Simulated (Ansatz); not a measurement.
AlCl2FH2O

```xyz
7

Al   -0.0265    0.4504   -0.2132
Cl   -0.1335   -0.0303    2.3477
O     1.5004   -0.1234   -0.6609
H     1.6800   -0.9257   -1.1576
Cl   -1.8209   -0.3575   -0.9404
F    -0.0727    2.0366    0.3526
H    -0.1100    1.2686    2.1927
```

Method: RKS B3LYP-D4/def2-SVP in Ansatz 0.2.0.

Question: Predict the electron density and electron localisation function between the atoms.

Answer: Al–F (1.68 Å): ρ at the midpoint is about 0.77 e/Å³; the ELF peaks at about 0.85 in the valence shell of F, 0.5 Å from its nucleus, and is about 0.30 at the midpoint.
Cl–H (1.31 Å): ρ is about 1.9 e/Å³ halfway; the ELF climbs to about 1 towards the hydrogen, as it does in any bond to H.

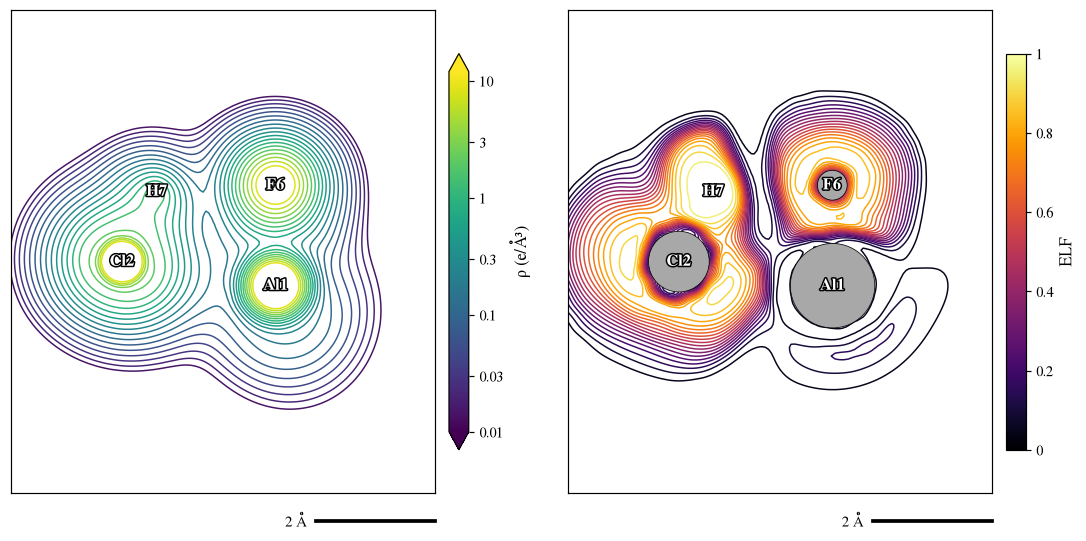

Computed electron density and electron localisation function on the plane of atoms Al1, Cl2 and H7, in this order. Grey discs cover the atomic cores in the ELF map. 
